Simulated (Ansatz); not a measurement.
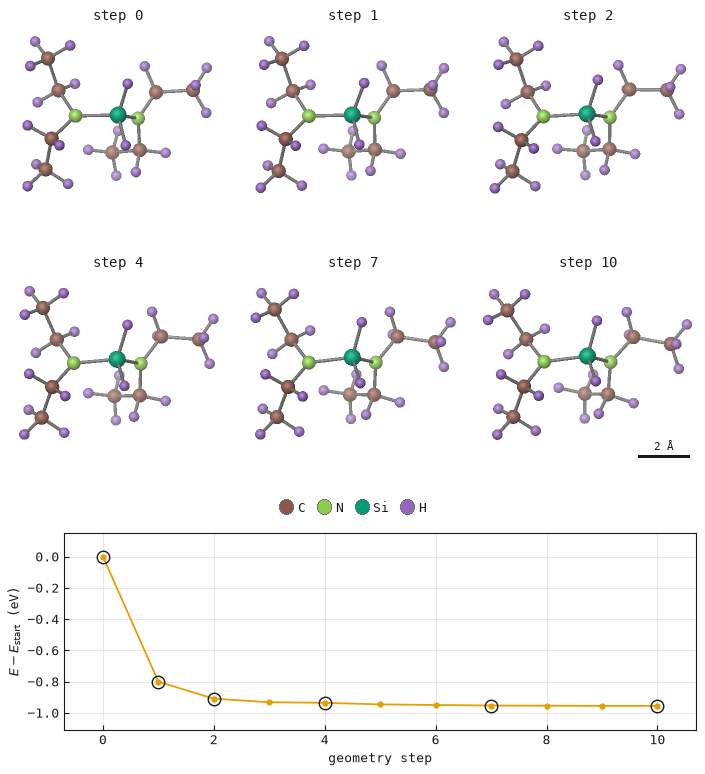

Frames of a relaxation of C$_{8}$H$_{22}$N$_{2}$Si (coarse preliminary run), marked on the history of the run. The picture is a ball-and-stick view, seen from a free direction.

The start comes from a force field.

The calculation used Ansatz, RKS PBE-D4/def2-SVP. Set-up: force threshold 0.03 eV/Å; at most 200 steps.

What happens along the run?

Answer. Over 10 geometry steps the energy falls by 0.956 eV. Largest force component: 4.1 eV/Å at the start, 0.0093 eV/Å at the end. The atom that moves furthest after the best rigid fit is an H atom (0.65 Å). Largest moves by element: H 0.65 Å, C 0.46 Å, Si 0.25 Å, N 0.16 Å. Among the contacts that change: C–N 1.373 → 1.459 Å, C–H 1.026 → 1.109 Å, C–H 1.179 → 1.110 Å, H–Si 1.448 → 1.510 Å. Bond angles that change, for instance: N–Si–N 105.6° → 112.6°, N–C–H 114.6° → 108.2°, N–Si–H 109.5° → 103.2°. The run took about 13 s of wall time on a shared GPU. From step 0 to 1: an H atom moves most (0.16 Å), energy −0.800 eV. From step 1 to 2: an H atom moves most (0.20 Å), energy −0.109 eV. From step 2 to 4: an H atom moves most (0.22 Å), energy −0.027 eV. From step 4 to 7: an H atom moves most (0.21 Å), energy −0.017 eV. From step 7 to 10: an H atom moves most (0.16 Å), energy −0.003 eV.
